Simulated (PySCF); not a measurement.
System: C4H12N2Si3 (SMILES N#CCC[SiH2]N1[SiH2]C[SiH2]1).

```xyz
21

N     4.8695    1.5928   -0.2080
C     4.1214    0.7421   -0.0493
C     3.1440   -0.2969    0.1422
C     1.7265    0.2699    0.0495
Si    0.4163   -1.0897    0.2434
N    -1.1292   -0.3422    0.1504
Si   -1.6461    1.3428    0.0991
C    -3.4300    0.6585    0.0371
Si   -2.7145   -1.1096    0.1132
H     3.2968   -1.0634   -0.6224
H     3.3085   -0.7555    1.1209
H     1.6045    0.7722   -0.9110
H     1.5925    1.0339    0.8163
H     0.5649   -2.0769   -0.8363
H     0.5909   -1.7661    1.5394
H    -1.1721    2.0287   -1.1024
H    -1.2731    2.0686    1.3137
H    -3.9796    0.8941   -0.8687
H    -4.0636    0.9380    0.8728
H    -2.8740   -1.9439   -1.0766
H    -2.9627   -1.8805    1.3309
```

Geometry: GFN2-xTB.

The calculation used PBE0/pcSseg-1, SCF density, gas phase, non-relativistic in PySCF 2.14.0.

### Predict the electron density and electron localisation function between the atoms.

C–N (1.14 Å): ρ is about 3.6 e/Å³ halfway; the ELF peaks at about 0.85 between the atoms (a short, multiple covalent bond).
C–C (1.44 Å): ρ at the midpoint is about 1.9 e/Å³; the ELF peaks at about 0.95 between the atoms: a covalent bond.
Si–N (1.72 Å): ρ is about 1.1 e/Å³ halfway; the ELF peaks at about 0.90 between the atoms: a polar covalent bond.
C–Si (1.90 Å): ρ is about 0.93 e/Å³ halfway; the ELF peaks at about 0.95 between the atoms; a covalent bond.

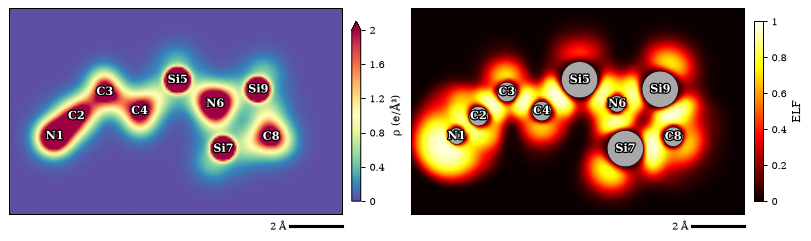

Computed electron density and electron localisation function on the plane of atoms C4, Si5 and N6, in this order. Grey discs cover the atomic cores in the ELF map. 
